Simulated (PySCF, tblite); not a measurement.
# C₇H₁₅Al: geometry, infrared bands, NMR shifts and electronic excitations, part 1 of 2

What infrared bands, NMR shifts and electronic excitations should C₇H₁₅Al (`CC(C)[C@H]1CC[CH2][AlH]1`) show?

The runs use tblite 0.8.0 and PySCF 2.14.0, with density-fitted response routines of our own; the level of theory stands in each step. All values are computed, except where a source is named. Atoms are numbered from 0 throughout.

## (1) The molecule as given

23 atoms, charge 0, multiplicity 1; geometry from: force field or distance geometry start.

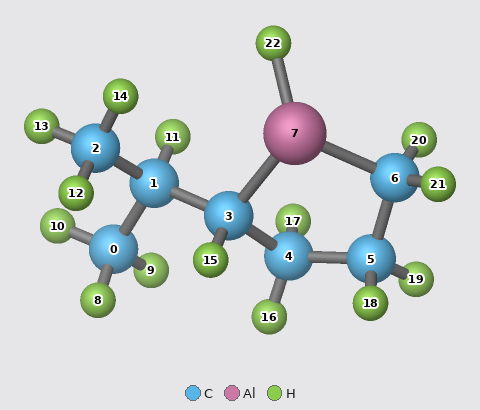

As it starts; carbon blue, aluminium pink, hydrogen green, atoms numbered; sticks join atoms by distance.

## (2) Geometry optimisation with GFN2-xTB

Job settings and geometry (Å):

```
{"job": {"kind": "relax", "xc": "GFN2-xTB", "basis": "xTB"}, "charge": 0, "multiplicity": 1}
C     -2.285500    -0.767400     0.331000
C     -1.339200     0.180500    -0.426200
C     -1.999700     1.544900    -0.579900
C      0.026100     0.311100     0.313500
C      0.714000    -1.058400     0.562100
C      2.215200    -0.872200     0.798500
C      2.835800     0.015800    -0.286100
Al     1.423000     1.304200    -0.689800
H     -2.430400    -0.428500     1.381800
H     -1.907900    -1.804500     0.340600
H     -3.286900    -0.791400    -0.173800
H     -1.164600    -0.251900    -1.428700
H     -2.174700     2.029700     0.416200
H     -2.987600     1.435800    -1.091700
H     -1.394100     2.229800    -1.210400
H     -0.117200     0.821900     1.308800
H      0.263700    -1.563500     1.435600
H      0.579600    -1.718400    -0.334700
H      2.367500    -0.391200     1.801600
H      2.733300    -1.858100     0.822500
H      3.071200    -0.572700    -1.186700
H      3.745700     0.522300     0.099700
H      1.108300     1.709200    -2.193800
```

Started as:

```bash
$ OMP_NUM_THREADS=1 python probes_run.py task.json out
```

This one command runs all jobs of the session in turn.

What it wrote:

```text
step      E/eV     max force
  0    -643.52755    1.836
  1    -643.69530    1.552
  2    -643.83937    1.080
  3    -643.91748    0.804
  4    -644.00202    0.585
  5    -644.03345    0.404
  6    -644.05964    0.325
  7    -644.07169    0.294
  8    -644.07881    0.212
  9    -644.08489    0.204
 10    -644.09185    0.188
 11    -644.09896    0.223
 12    -644.10538    0.209
 13    -644.11091    0.194
 14    -644.11613    0.205
 15    -644.12131    0.185
 16    -644.12670    0.159
 17    -644.13192    0.131
 18    -644.13632    0.135
 19    -644.13983    0.113
 20    -644.14263    0.117
 21    -644.14505    0.094
 22    -644.14743    0.123
 23    -644.14987    0.177
 24    -644.15236    0.173
 25    -644.15481    0.118
 26    -644.15717    0.115
 27    -644.15953    0.129
 28    -644.16184    0.149
 29    -644.16376    0.113
 30    -644.16514    0.074
 31    -644.16617    0.081
 32    -644.16729    0.097
 33    -644.16871    0.098
 34    -644.17020    0.094
 35    -644.17148    0.102
 36    -644.17257    0.096
 37    -644.17373    0.120
 38    -644.17512    0.112
 39    -644.17652    0.074
 40    -644.17763    0.068
 41    -644.17838    0.050
 42    -644.17888    0.055
 43    -644.17925    0.034
 44    -644.17953    0.035
 45    -644.17980    0.039
 46    -644.18011    0.040
 47    -644.18046    0.042
 48    -644.18086    0.053
 49    -644.18131    0.056
 50    -644.18189    0.058
 51    -644.18262    0.072
 52    -644.18340    0.079
 53    -644.18412    0.055
 54    -644.18475    0.056
 55    -644.18536    0.072
 56    -644.18600    0.083
 57    -644.18670    0.081
 58    -644.18739    0.054
 59    -644.18804    0.057
 60    -644.18867    0.050
 61    -644.18942    0.071
 62    -644.19041    0.079
 63    -644.19159    0.080
 64    -644.19258    0.055
 65    -644.19313    0.042
 66    -644.19341    0.041
 67    -644.19368    0.055
 68    -644.19396    0.054
 69    -644.19422    0.026
 70    -644.19435    0.032
 71    -644.19448    0.025
 72    -644.19459    0.028
 73    -644.19469    0.023
 74    -644.19478    0.025
 75    -644.19490    0.034
 76    -644.19509    0.046
 77    -644.19532    0.050
 78    -644.19552    0.031
 79    -644.19566    0.031
 80    -644.19579    0.031
 81    -644.19595    0.043
 82    -644.19613    0.043
 83    -644.19626    0.025
 84    -644.19635    0.018
 85    -644.19642    0.023
 86    -644.19652    0.031
 87    -644.19664    0.028
 88    -644.19676    0.028
 89    -644.19688    0.030
 90    -644.19703    0.035
 91    -644.19720    0.030
 92    -644.19737    0.022
 93    -644.19749    0.022
 94    -644.19757    0.018
 95    -644.19766    0.023
 96    -644.19775    0.019
 97    -644.19784    0.018
 98    -644.19791    0.018
 99    -644.19800    0.022
100    -644.19810    0.020
101    -644.19822    0.019
102    -644.19832    0.018
103    -644.19839    0.018
104    -644.19846    0.017
105    -644.19853    0.015
106    -644.19860    0.016
107    -644.19864    0.012
108    -644.19867    0.010
109    -644.19868    0.009
```

Run time: 1.8 s. Hardware: 1 thread of Arm Neoverse N1, shared host; peak memory 0.18 GiB.

Step by step: (not every step is listed)

| step | energy from step 0 (eV) | largest force (eV/Å) |
| --- | --- | --- |
| 0 | 0.0000 | 1.8364 |
| 1 | -0.1677 | 1.5520 |
| 2 | -0.3118 | 1.0798 |
| 3 | -0.3899 | 0.8036 |
| 4 | -0.4745 | 0.5847 |
| 5 | -0.5059 | 0.4039 |
| 6 | -0.5321 | 0.3254 |
| 7 | -0.5441 | 0.2942 |
| 8 | -0.5513 | 0.2117 |
| 17 | -0.6044 | 0.1313 |
| 26 | -0.6296 | 0.1152 |
| 35 | -0.6439 | 0.1023 |
| 44 | -0.6520 | 0.0354 |
| 53 | -0.6566 | 0.0552 |
| 62 | -0.6629 | 0.0793 |
| 71 | -0.6669 | 0.0247 |
| 80 | -0.6682 | 0.0315 |
| 89 | -0.6693 | 0.0303 |
| 98 | -0.6704 | 0.0177 |
| 104 | -0.6709 | 0.0166 |
| 105 | -0.6710 | 0.0152 |
| 106 | -0.6711 | 0.0160 |
| 107 | -0.6711 | 0.0118 |
| 108 | -0.6711 | 0.0102 |
| 109 | -0.6711 | 0.0091 |

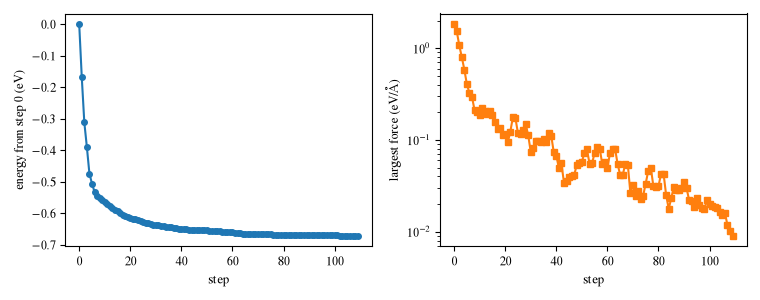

Energy and force, step by step.

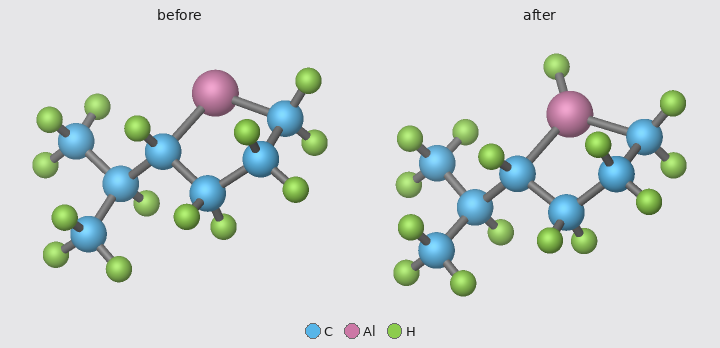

Before and after, at one scale.

Close pairs (by a distance rule), those that changed most:

| bond | before (Å) | after (Å) | change (Å) |
| --- | --- | --- | --- |
| Al7–H22 | 1.589 | 1.543 | -0.046 |
| C6–Al7 | 1.954 | 1.998 | +0.043 |
| C0–H10 | 1.122 | 1.089 | -0.033 |
| C2–H12 | 1.122 | 1.089 | -0.033 |
| C3–Al7 | 1.986 | 2.016 | +0.030 |
| C2–H13 | 1.118 | 1.088 | -0.030 |
| C5–H18 | 1.123 | 1.095 | -0.028 |
| C4–H17 | 1.122 | 1.095 | -0.027 |

The end geometry stands in the next job.

## (3) Infrared spectrum with GFN2-xTB

Job settings and geometry (Å):

```
{"job": {"kind": "ir", "xc": "GFN2-xTB", "basis": "xTB"}, "charge": 0, "multiplicity": 1}
C     -2.405397    -0.704316     0.491216
C     -1.406953     0.056570    -0.380775
C     -1.952469     1.437730    -0.738203
C     -0.041963     0.225482     0.305178
C      0.746131    -1.093998     0.459807
C      2.228104    -0.804391     0.755140
C      2.881957    -0.010534    -0.400934
Al     1.362751     1.247238    -0.717950
H     -2.558397    -0.183356     1.434666
H     -2.043607    -1.706922     0.705862
H     -3.366581    -0.790402    -0.012752
H     -1.262816    -0.507511    -1.311869
H     -2.138733     2.014478     0.166078
H     -2.882120     1.364262    -1.298981
H     -1.215735     1.975975    -1.343786
H     -0.239316     0.607134     1.320236
H      0.337488    -1.720949     1.257286
H      0.683237    -1.662259    -0.473576
H      2.282197    -0.212168     1.674811
H      2.753820    -1.746197     0.938235
H      3.094149    -0.702684    -1.227628
H      3.856905     0.374366    -0.082890
H      1.282595     2.569436    -1.509093
```

What it wrote:

```text
mode    cm-1     km/mol
  1      53.8      0.38
  2      74.5      1.12
  3     136.0      1.91
  4     192.9      0.49
  5     210.0      0.82
  6     224.6      3.26
  7     264.3      8.16
  8     274.0      1.72
  9     338.2     12.77
 10     362.1     20.39
 11     390.1     33.71
 12     444.0     30.02
 13     465.1      4.02
 14     521.6    191.64
 15     565.9     59.76
 16     618.0     38.40
 17     660.5    277.62
 18     845.4      3.82
 19     882.3      8.62
 20     902.5      5.08
 21     927.9      3.29
 22     944.1      2.00
 23     965.9      3.79
 24     979.8      1.77
 25    1012.9      2.23
 26    1035.6     13.83
 27    1067.8      4.28
 28    1084.0      9.04
 29    1117.0      4.61
 30    1153.5      1.69
 31    1173.7     12.32
 32    1187.8      0.87
 33    1228.5      0.89
 34    1244.8      0.74
 35    1270.5      1.37
 36    1315.5      5.20
 37    1326.4      0.60
 38    1330.4      0.56
 39    1343.6     15.26
 40    1398.7      4.50
 41    1414.3      1.40
 42    1456.5      2.64
 43    1474.7      2.01
 44    1486.5      0.11
 45    1489.7      0.63
 46    1493.4      1.30
 47    1503.5      1.60
 48    1508.2      2.36
 49    1799.6    603.05
 50    2833.8     34.68
 51    2877.8     19.19
 52    2889.1     52.30
 53    2918.2     31.23
 54    2923.8     35.10
 55    2928.2     73.37
 56    2937.6     56.19
 57    2939.5     42.94
 58    2948.2    107.89
 59    3017.0     13.73
 60    3019.6     30.80
 61    3023.2     59.26
 62    3027.2     73.35
 63    3040.4     34.36
```

Wall time 1.9 s (1 thread of Arm Neoverse N1, shared host); peak memory 0.18 GiB.

The strongest bands and the atoms that carry them (share of the mass-weighted mode):

| cm⁻¹ | km/mol | atoms |
| --- | --- | --- |
| 522 | 191.6 | H22 69 % |
| 566 | 59.8 | C6 28 %, H20 20 %, Al7 18 %, H22 17 % |
| 660 | 277.6 | C6 31 %, Al7 25 %, H21 17 %, H22 14 % |
| 1800 | 603.0 | H22 96 % |
| 2928 | 73.4 | H17 38 %, H16 32 %, H19 12 % |
| 2948 | 107.9 | H16 43 %, H19 27 %, H17 16 % |
| 3023 | 59.3 | H8 51 %, H13 38 % |
| 3027 | 73.3 | H13 42 %, H8 22 %, H12 20 %, H10 11 % |

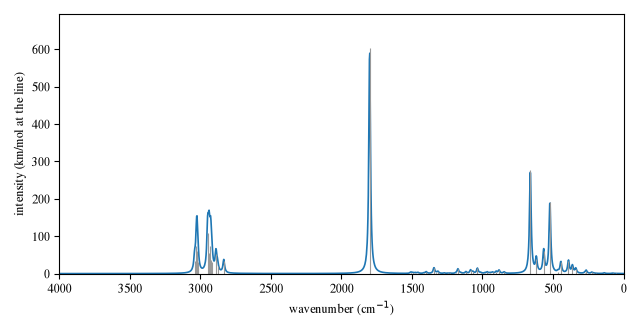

The infrared spectrum from these modes, unscaled. Lines are broadened to a width of 14 cm⁻¹ (Lorentzian).

## (4) Geometry optimisation at PBE0-D3(BJ)/def2-SVP

Job settings and geometry (Å):

```
{"job": {"xc": "PBE0", "basis": "def2-SVP", "d3": "d3bj", "grid": 1, "shake": 0.01, "kind": "geom"}, "charge": 0, "multiplicity": 1}
C     -2.384990    -0.729870     0.495400
C     -1.412630     0.052040    -0.382930
C     -1.972670     1.435410    -0.746860
C     -0.008730     0.227740     0.301650
C      0.743320    -1.100680     0.449260
C      2.224200    -0.799570     0.752750
C      2.891530    -0.012530    -0.400690
Al     1.378210     1.252690    -0.723000
H     -2.560230    -0.177950     1.454020
H     -2.046300    -1.709360     0.715890
H     -3.375450    -0.793320    -0.003930
H     -1.257010    -0.506600    -1.305170
H     -2.167010     2.024690     0.156480
H     -2.898810     1.367030    -1.291980
H     -1.220180     1.965210    -1.343520
H     -0.239840     0.621190     1.327710
H      0.339430    -1.709830     1.255230
H      0.673980    -1.656420    -0.467750
H      2.280050    -0.220000     1.677100
H      2.728880    -1.739300     0.943150
H      3.077760    -0.702070    -1.237270
H      3.864480     0.354020    -0.092030
H      1.289690     2.581000    -1.530670
```

What it wrote:

```text
step   0  E = -517.47996609  max force = 0.036415
step   1  E = -517.48882376  max force = 0.007333
step   2  E = -517.48917243  max force = 0.001708
step   3  E = -517.48925809  max force = 0.000819
step   4  E = -517.48931749  max force = 0.001462
step   5  E = -517.48934152  max force = 0.000911
step   6  E = -517.48934781  max force = 0.000417
optimisation converged
```

It took 4 min on 1 thread of Arm Neoverse N1, shared host; peak memory 0.79 GiB.

Relaxation path:

| step | energy from step 0 (eV) | largest force component (eV/Å) |
| --- | --- | --- |
| 0 | 0.0000 | 1.8725 |
| 1 | -0.2410 | 0.3771 |
| 2 | -0.2505 | 0.0878 |
| 3 | -0.2528 | 0.0421 |
| 4 | -0.2545 | 0.0752 |
| 5 | -0.2551 | 0.0468 |
| 6 | -0.2553 | 0.0214 |

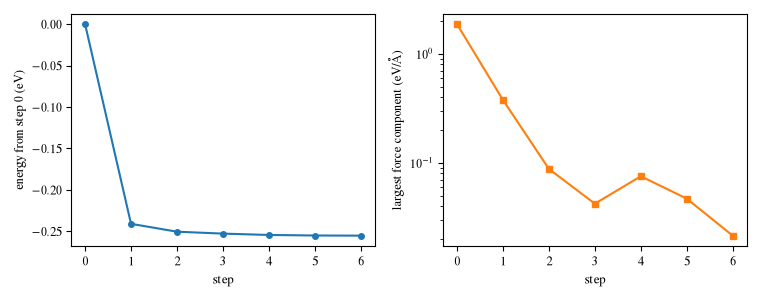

Energy and force, step by step.

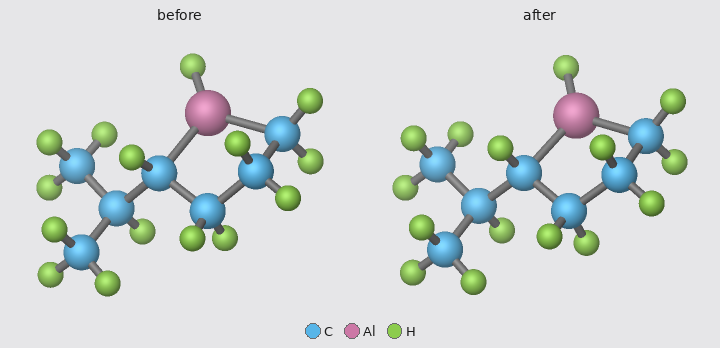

Before and after, at one scale.

Distances of close pairs at the start and the end, largest changes first:

| bond | before (Å) | after (Å) | change (Å) |
| --- | --- | --- | --- |
| C0–H9 | 1.060 | 1.100 | +0.041 |
| C1–C3 | 1.572 | 1.533 | -0.039 |
| Al7–H22 | 1.557 | 1.595 | +0.038 |
| C6–Al7 | 1.999 | 1.965 | -0.033 |
| C4–H17 | 1.075 | 1.108 | +0.033 |
| C3–Al7 | 2.006 | 1.980 | -0.026 |
| C2–H13 | 1.077 | 1.101 | +0.025 |
| C5–H19 | 1.084 | 1.104 | +0.021 |

The end geometry stands in the next job.

| at the end point | value |
| --- | --- |
| point group (found at 0.08 Å tolerance) | C1 |
| rotational constants (GHz, main isotopes) | 2.843, 1.134, 0.856 |
| dipole moment (D) | 0.19 |

(Continued in part 2 of 2.)
